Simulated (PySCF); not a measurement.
```yaml
atoms:
  - { symbol: C, position_ang: [-4.8031, -0.2093, 0.4429] }
  - { symbol: C, position_ang: [-3.8369, 0.7078, 0.3476] }
  - { symbol: C, position_ang: [-2.5098, 0.6486, 1.0313] }
  - { symbol: Si, position_ang: [-1.1856, 0.0765, -0.1677] }
  - { symbol: O, position_ang: [0.2752, 0.2316, 0.6537] }
  - { symbol: C, position_ang: [1.5317, -0.0061, 0.2159] }
  - { symbol: C, position_ang: [2.5900, 0.2779, 1.0863] }
  - { symbol: C, position_ang: [3.9020, 0.0522, 0.6842] }
  - { symbol: C, position_ang: [4.1789, -0.4574, -0.5856] }
  - { symbol: C, position_ang: [3.1234, -0.7402, -1.4494] }
  - { symbol: C, position_ang: [1.8039, -0.5185, -1.0575] }
  - { symbol: H, position_ang: [-4.7005, -1.0880, 1.0885] }
  - { symbol: H, position_ang: [-5.7359, -0.1102, -0.1173] }
  - { symbol: H, position_ang: [-3.9956, 1.5656, -0.3186] }
  - { symbol: H, position_ang: [-2.2070, 1.6364, 1.4176] }
  - { symbol: H, position_ang: [-2.5214, -0.0516, 1.8824] }
  - { symbol: H, position_ang: [-1.4076, -1.3463, -0.5628] }
  - { symbol: H, position_ang: [-1.1656, 0.9265, -1.3972] }
  - { symbol: H, position_ang: [2.3556, 0.6766, 2.0751] }
  - { symbol: H, position_ang: [4.7200, 0.2784, 1.3728] }
  - { symbol: H, position_ang: [5.2103, -0.6327, -0.8981] }
  - { symbol: H, position_ang: [3.3232, -1.1404, -2.4464] }
  - { symbol: H, position_ang: [0.9849, -0.7466, -1.7452] }
```

Geometry: PBE0-D3(BJ)/def2-SVP.

The calculation used PySCF, CAM-B3LYP/def2-SVPD, SCF density, gas phase.

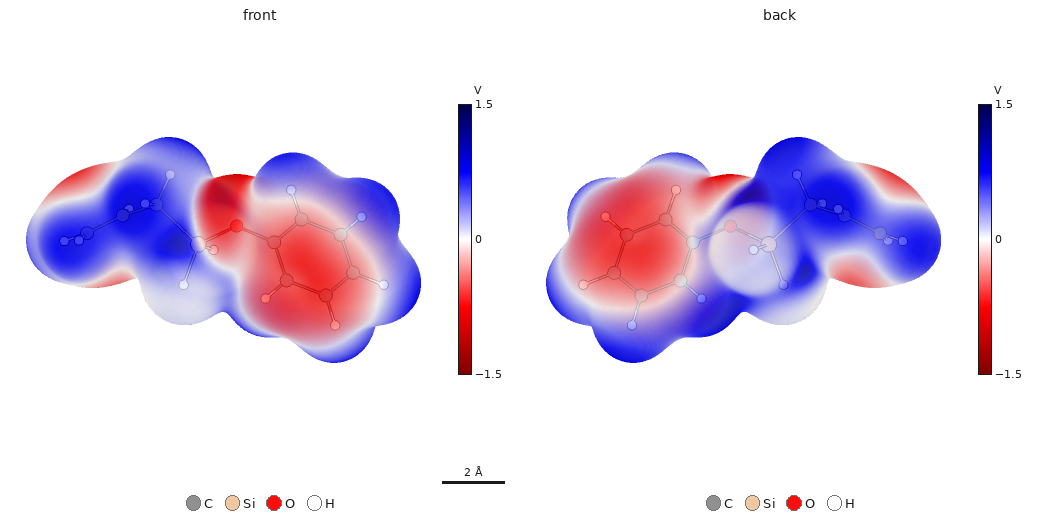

C9H12OSi (SMILES C=CC[SiH2]Oc1ccccc1). The electrostatic potential painted on the density surface at 0.002 e/bohr³, seen from the front and from behind; the colour scale runs from red (negative) to blue (positive).

Where is the surface potential most negative and most positive?

Answer. The most negative region (about −0.9 V) lies over O5, the most positive (about +1.0 V) over Si4 and H23.
